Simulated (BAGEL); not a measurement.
# GeH2ClF (SMILES [F][GeH2][Cl]), step by step

Aim: the energy (HF/def2-SV(P)), then a single-point energy (NEVPT2(2,2)/def2-SV(P)), then the energy (CASPT2(2,2)/def2-SV(P)) of GeH2ClF. 

Program for the calculation: BAGEL 1.2.2.

1 further run of the same task is left out (set aside as unsound or not needed).

**1. The structure to begin with**

GeH2ClF has 5 atoms, charge 0, and is taken as a singlet. As SMILES, `[F][GeH2][Cl]`. The shape is that of a PBE0-D4/def2-TZVP optimisation.

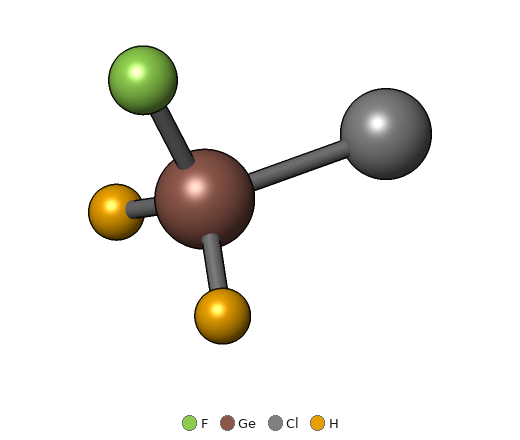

The structure, seen from a chosen angle (fluorine green, germanium brown, chlorine grey, hydrogen amber).

**2. The energy at HF/def2-SV(P) (density fitting with svp-jkfit) (run 1)**

Input file job.json:

```json
{ "bagel" : [

{
  "title" : "molecule",
  "basis" : "def2-sv_p_.json",
  "df_basis" : "svp-jkfit",
  "angstrom" : false,
  "geometry" : [
    { "atom" : "F", "xyz" : [    -0.45726837,    -0.96002056,     3.00203782 ] },
    { "atom" : "Ge", "xyz" : [     0.26441804,    -0.16860325,    -0.08596364 ] },
    { "atom" : "Cl", "xyz" : [    -2.62728623,     2.35252005,    -1.32072959 ] },
    { "atom" : "H", "xyz" : [     0.12779084,    -2.59935797,    -1.63912954 ] },
    { "atom" : "H", "xyz" : [     2.78682447,     1.23621915,    -0.03456309 ] }
  ]
},

{
  "title" : "hf"
},

{
  "title" : "print",
  "file" : "orbitals.molden",
  "orbitals" : true
}

]}
```

The basis set def2-SV(P) is read from a file made from the Basis Set Exchange's data (not shown).

The run is started by

```sh
BAGEL_NUM_THREADS=1 BAGEL job.json > job.out
```

What it wrote:

```text
* using 1 threads per process

  ===============================================================
  ===============================================================

  *** Geometry ***

  { "atom" : "F", "xyz" : [     -0.457268,     -0.960021,      3.002038 ] },
  { "atom" : "Ge", "xyz" : [      0.264418,     -0.168603,     -0.085964 ] },
  { "atom" : "Cl", "xyz" : [     -2.627286,      2.352520,     -1.320730 ] },
  { "atom" : "H", "xyz" : [      0.127791,     -2.599358,     -1.639130 ] },
  { "atom" : "H", "xyz" : [      2.786824,      1.236219,     -0.034563 ] },

  Number of auxiliary basis functions:      507

  Since a DF basis is specified, we compute 2- and 3-index integrals:
    o Being stored without compression. Storage requirement is 0.019 GB

  Number of basis functions:       68
  Number of electrons      :       60

    * METHOD: MOLECULE                             0.37

  *** RHF ***

  === Nuclear Repulsion ===
   281.1801965121

      * DIIS with orbital gradients will be used.

  === RHF iteration (def2-sv_p_.json) ===
      0      -2634.90885144          0.01834417           0.10
      1      -2634.99214952          0.01284063           0.10
      2      -2635.04836593          0.00098739           0.10
      3      -2635.04901403          0.00029020           0.10
      4      -2635.04906579          0.00006159           0.10
      5      -2635.04906961          0.00001948           0.10
      6      -2635.04906991          0.00000840           0.10
      7      -2635.04906996          0.00000160           0.10
      8      -2635.04906996          0.00000060           0.10
      9      -2635.04906996          0.00000012           0.10
     10      -2635.04906996          0.00000003           0.10
     11      -2635.04906996          0.00000001           0.10
     12      -2635.04906996          0.00000000           0.10
    * SCF iteration converged.

    * Permanent dipole moment:
           (   -0.737984,     0.230604,     0.671596) a.u.

    * METHOD: HF                                   1.61

    * METHOD: PRINT                                0.02

  ===============================================================
```

Wall time 2.1 s (1 thread of Arm Neoverse N1, shared host); peak memory 0.15 GiB.

**3. The energy at NEVPT2(2,2)/def2-SV(P) (density fitting with svp-jkfit) (run 2)**

Input file input.json:

```json
{ "bagel" : [

{
  "title" : "molecule",
  "basis" : "def2-sv_p_.json",
  "df_basis" : "svp-jkfit",
  "geometry" : [
    { "atom" : "F", "xyz" : [ -0.45726837, -0.96002056,  3.00203782 ] },
    { "atom" : "Ge", "xyz" : [  0.26441804, -0.16860325, -0.08596364 ] },
    { "atom" : "Cl", "xyz" : [ -2.62728623,  2.35252005, -1.32072959 ] },
    { "atom" : "H", "xyz" : [  0.12779084, -2.59935797, -1.63912954 ] },
    { "atom" : "H", "xyz" : [  2.78682447,  1.23621915, -0.03456309 ] }
  ]
},
{ "title" : "hf" },
{ "title" : "nevpt2", "nstate" : 1, "nact" : 2, "nclosed" : 29, "active" : [22, 32], "maxiter" : 200, "natocc" : "true", "ncore" : 15 },
{ "title" : "print", "file" : "orbitals.molden", "orbitals" : "true" }

]}
```

The basis set def2-SV(P) is read from a file made from the Basis Set Exchange's data (not shown).

The run is started by

```sh
BAGEL_NUM_THREADS=1 BAGEL input.json > input.out
```

What it wrote:

```text
* using 1 threads per process

  ===============================================================
  ===============================================================

  *** Geometry ***

  { "atom" : "F", "xyz" : [     -0.457268,     -0.960021,      3.002038 ] },
  { "atom" : "Ge", "xyz" : [      0.264418,     -0.168603,     -0.085964 ] },
  { "atom" : "Cl", "xyz" : [     -2.627286,      2.352520,     -1.320730 ] },
  { "atom" : "H", "xyz" : [      0.127791,     -2.599358,     -1.639130 ] },
  { "atom" : "H", "xyz" : [      2.786824,      1.236219,     -0.034563 ] },

  Number of auxiliary basis functions:      507

  Since a DF basis is specified, we compute 2- and 3-index integrals:
    o Being stored without compression. Storage requirement is 0.019 GB

[... 18 lines left out ...]
    * SCF iteration converged.
[... 1 line left out ...]
    * Permanent dipole moment:
[... 28 lines left out ...]
    * Second-order optimization converged. *

     guess   0:   closed 1.                   open ..

  === FCI iteration ===

      0  0     -2635.04877328     5.65e-02      0.00
      1  0     -2635.05883436     2.49e-03      0.00
      2  0 *   -2635.05886855     5.74e-16      0.00

     * ci vector, state   0, <S^2> = 0.0000
       2.     0.9960237725
       .2    -0.0890878474

  === DF-NEVPT2 calculation ===

    * 3-index integral transformation done
    * assembly done

      NEVPT2 correlation energy:   -0.5217819334      0.13

          (+0)     -0.4350995104
          (+0)'    -0.0254522100
          (+1)     -0.0150433119
          (+1)'    -0.0000000000
          (+2)     -0.0011547224
          (-1)     -0.0388539163
          (-1)'     0.0000000000
          (-2)     -0.0061782623

      NEVPT2 total energy:       -2635.5806504856

    * METHOD: NEVPT2                              11.42

    * METHOD: PRINT                                0.02

  ===============================================================
```

It took 14 s on 1 thread of Arm Neoverse N1, shared host; peak memory 0.15 GiB.

**4. A single-point energy at CASPT2(2,2)/def2-SV(P) (density fitting with svp-jkfit) (run 3)**

Input file caspt2.json:

```json
{ "bagel": [

{
  "title": "molecule",
  "basis": "def2-sv_p_.json",
  "df_basis": "svp-jkfit",
  "angstrom": false,
  "geometry": [
    { "atom": "F", "xyz": [ -0.45726837, -0.96002056,  3.00203782 ] },
    { "atom": "Ge", "xyz": [  0.26441804, -0.16860325, -0.08596364 ] },
    { "atom": "Cl", "xyz": [ -2.62728623,  2.35252005, -1.32072959 ] },
    { "atom": "H", "xyz": [  0.12779084, -2.59935797, -1.63912954 ] },
    { "atom": "H", "xyz": [  2.78682447,  1.23621915, -0.03456309 ] }
  ]
},
{ "title": "hf" },
{ "title": "casscf", "nstate": 1, "nact": 2, "nclosed": 29, "active": [22, 32], "maxiter": 200, "natocc": true },
{ "title": "print", "file": "orbitals.molden", "orbitals": true },
{ "title": "smith", "method": "caspt2", "ms": true, "xms": true, "sssr": true, "shift": 0.2, "shift_imag": true, "ncore": 15 }

]}
```

The basis set def2-SV(P) is read from a file made from the Basis Set Exchange's data (not shown).

The run is started by

```sh
BAGEL_NUM_THREADS=1 BAGEL caspt2.json > caspt2.out
```

What it wrote:

```text
* using 1 threads per process

  ===============================================================
  ===============================================================

  *** Geometry ***

  { "atom" : "F", "xyz" : [     -0.457268,     -0.960021,      3.002038 ] },
  { "atom" : "Ge", "xyz" : [      0.264418,     -0.168603,     -0.085964 ] },
  { "atom" : "Cl", "xyz" : [     -2.627286,      2.352520,     -1.320730 ] },
  { "atom" : "H", "xyz" : [      0.127791,     -2.599358,     -1.639130 ] },
  { "atom" : "H", "xyz" : [      2.786824,      1.236219,     -0.034563 ] },

  Number of auxiliary basis functions:      507

  Since a DF basis is specified, we compute 2- and 3-index integrals:
    o Being stored without compression. Storage requirement is 0.019 GB

[... 18 lines left out ...]
    * SCF iteration converged.
[... 1 line left out ...]
    * Permanent dipole moment:
[... 27 lines left out ...]
    * Second-order optimization converged. *
[... 9 lines left out ...]
     * ci vector, state   0, <S^2> = 0.0000
[... 16 lines left out ...]
    * Zeroth order energy : state  0       -1.1058919212
[... 4 lines left out ...]
       #      aibj      arbs      arbi      airj      risj      airs      arst      rist         Etot      error   time
[... 2 lines left out ...]
       0  -0.43454  -0.00728  -0.03857  -0.01555  -0.00136  -0.02199  -0.00000   0.00000   -0.5192931  0.0017353   0.07
       1  -0.43477  -0.00731  -0.03866  -0.01580  -0.00143  -0.02242  -0.00000  -0.00000   -0.5203990  0.0002915   0.06
       2  -0.43478  -0.00732  -0.03864  -0.01582  -0.00144  -0.02244  -0.00000  -0.00000   -0.5204332  0.0000533   0.06
       3  -0.43478  -0.00732  -0.03864  -0.01581  -0.00144  -0.02244  -0.00000  -0.00000   -0.5204341  0.0000106   0.06
       4  -0.43478  -0.00732  -0.03864  -0.01581  -0.00144  -0.02244   0.00000   0.00000   -0.5204342  0.0000017   0.07
       5  -0.43478  -0.00732  -0.03864  -0.01581  -0.00144  -0.02244  -0.00000  -0.00000   -0.5204342  0.0000003   0.07

      ------------------------------------------------------------------------------------------------------------------

    * CASPT2 energy : state  0    -2635.5810707617
        w/o shift correction      -2635.5793027113
        reference weight              0.8814438328

    * METHOD: SMITH                                0.65

  ===============================================================
```

Run time: 14 s. Hardware: 1 thread of Arm Neoverse N1, shared host; peak memory 0.15 GiB.

**5. Summary of results**

| quantity | value |
| --- | --- |
| run 1, HF/def2-SV(P): total energy | -2635.04907 Eh |
| run 1, HF/def2-SV(P): dipole moment | 2.60 D |
| run 1, HF/def2-SV(P): HOMO energy | -12.50 eV |
| run 1, HF/def2-SV(P): LUMO energy | 3.48 eV |
| run 1, HF/def2-SV(P): HOMO–LUMO gap | 15.98 eV |
| run 2, NEVPT2(2,2)/def2-SV(P): total energy | -2635.58065 Eh |
| run 3, CASPT2(2,2)/def2-SV(P): total energy | -2635.58107 Eh |
